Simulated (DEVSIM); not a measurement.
Device: abrupt GaAs n-p junction, at 350 K.

| layer (left to right) | material | thickness (μm) | Nd (cm⁻³) | Na (cm⁻³) | τn (s) | τp (s) |
|---|---|---|---|---|---|---|
| 1 | GaAs | 0.270 | 5.5e16 | - | 5.9e-9 | 5.9e-10 |
| 2 | GaAs | 3.00 | - | 8.9e16 | 5.9e-9 | 5.9e-9 |

Left contact: ohmic. Right contact: ohmic. Voltage is applied to the left contact. Recombination: SRH at mid-gap, Auger. Mobility is constant in doping.

The device is made up for the run: typed textbook-type constants, with dimensions and the other settings drawn at random. Values at 300 K; Nc and Nv go as T^1.5, mobilities as T to minus their exponent, the gap by Varshni's rule with the affinity fixed.

| parameter | GaAs |
|---|---|
| gap (eV) | 1.424 |
| affinity (eV) | 4.07 |
| permittivity | 12.9 |
| Nc (cm⁻³) | 4.7e17 |
| Nv (cm⁻³) | 9e18 |
| μn (cm²/Vs) | 8500 |
| μp (cm²/Vs) | 400 |
| T exponent of μn | 2.1 |
| T exponent of μp | 2.2 |
| Cn (cm⁶/s) | 1e-30 |
| Cp (cm⁶/s) | 1e-30 |
| Varshni α (eV/K) | 0.000541 |
| Varshni β (K) | 204 |

DEVSIM, 1D drift-diffusion, Boltzmann statistics, complete ionisation; no tunnelling, impact ionisation, image-force lowering or self-heating.

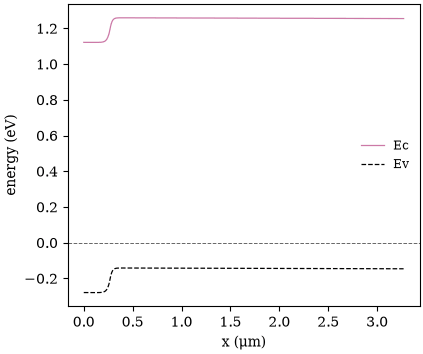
*Band edges at -1.05 V on the left contact*

Energies count from the Fermi level of the right contact; mesh points crowd at the junctions.

| x (μm) | Ec (eV) | Ev (eV) | n (cm⁻³) | p (cm⁻³) | field (V/cm) |
|---|---|---|---|---|---|
| 0.000 | 1.122 | -0.279 | 5.5e16 | < 1e2 | -22 |
| 0.01601 | 1.122 | -0.279 | 5.5e16 | 6.2e13 | -22 |
| 0.04310 | 1.122 | -0.279 | 5.5e16 | 1.7e14 | -22 |
| 0.08253 | 1.121 | -0.279 | 5.5e16 | 3.2e14 | -18 |
| 0.1648 | 1.122 | -0.279 | 5.5e16 | 6.5e14 | 260 |
| 0.2151 | 1.128 | -0.273 | 4.5e16 | 1.0e15 | 3400 |
| 0.2448 | 1.149 | -0.252 | 2.2e16 | 2.3e15 | 13000 |
| 0.2695 | 1.199 | -0.202 | 4.3e15 | 1.2e16 | 29000 |
| 0.2867 | 1.235 | -0.166 | 1.3e15 | 4.0e16 | 14000 |
| 0.3149 | 1.255 | -0.146 | 6.6e14 | 7.8e16 | 2700 |
| 0.3672 | 1.259 | -0.142 | 5.6e14 | 8.9e16 | 83 |
| 0.4962 | 1.259 | -0.142 | 5.4e14 | 9.0e16 | -15 |
| 0.6680 | 1.259 | -0.142 | 5.0e14 | 9.0e16 | -15 |
| 0.9866 | 1.258 | -0.143 | 4.4e14 | 8.9e16 | -15 |
| 1.770 | 1.257 | -0.144 | 3.0e14 | 8.9e16 | -15 |
| 2.390 | 1.256 | -0.145 | 1.8e14 | 8.9e16 | -15 |
| 2.779 | 1.256 | -0.145 | 9.9e13 | 8.9e16 | -15 |
| 2.989 | 1.255 | -0.146 | 5.7e13 | 8.9e16 | -15 |
| 3.146 | 1.255 | -0.146 | 2.5e13 | 8.9e16 | -15 |
| 3.210 | 1.255 | -0.146 | 1.2e13 | 8.9e16 | -15 |
| 3.244 | 1.255 | -0.146 | 5.3e12 | 8.9e16 | -15 |
| 3.270 | 1.255 | -0.146 | < 1e2 | 8.9e16 | -15 |
